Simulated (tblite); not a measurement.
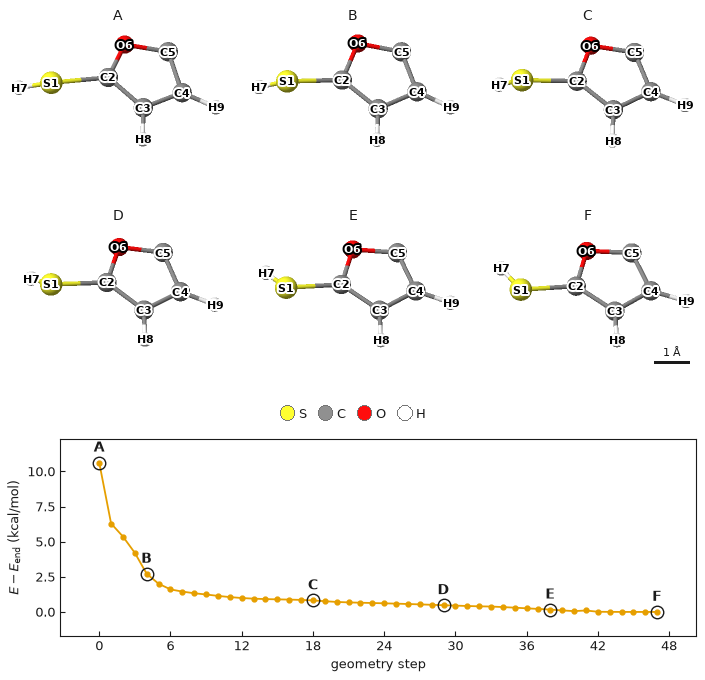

Frames of a relaxation of C4H3OS (multiplicity 2), marked on the history of the run. Style: ball-and-stick. Shown at a tilt.

Computed with GFN2-xTB geometry optimisation, gas phase (tblite). 

**Describe the path.**

H7 moves most after the best rigid fit: 0.67 Å. By element the largest moves are H 0.67 Å, O 0.31 Å, C 0.26 Å, S 0.20 Å. Among the contacts that change: S1–H7 1.400 → 1.334 Å, S1–C2 1.795 → 1.740 Å, C2–O6 1.316 → 1.358 Å, C4–C5 1.400 → 1.362 Å. Bond angles that change, for instance: C2–S1–H7 111.4° → 94.9°, S1–C2–O6 127.7° → 118.6°, S1–C2–C3 125.2° → 130.8°. Groups turn about S1–C2 by about 40°. The energy falls by 10.6 kcal/mol in 47 geometry steps. The run took 0.19 s on 1 thread of Arm Neoverse V1 (shared host). From step 0 to 4: H7 moves most (0.15 Å), energy −7.91 kcal/mol. From step 4 to 18: H7 moves most (0.19 Å), energy −1.89 kcal/mol. From step 18 to 29: H7 moves most (0.20 Å), energy −0.34 kcal/mol. From step 29 to 38: H7 moves most (0.18 Å), energy −0.31 kcal/mol. From step 38 to 47: H7 moves most (0.14 Å), energy −0.17 kcal/mol.
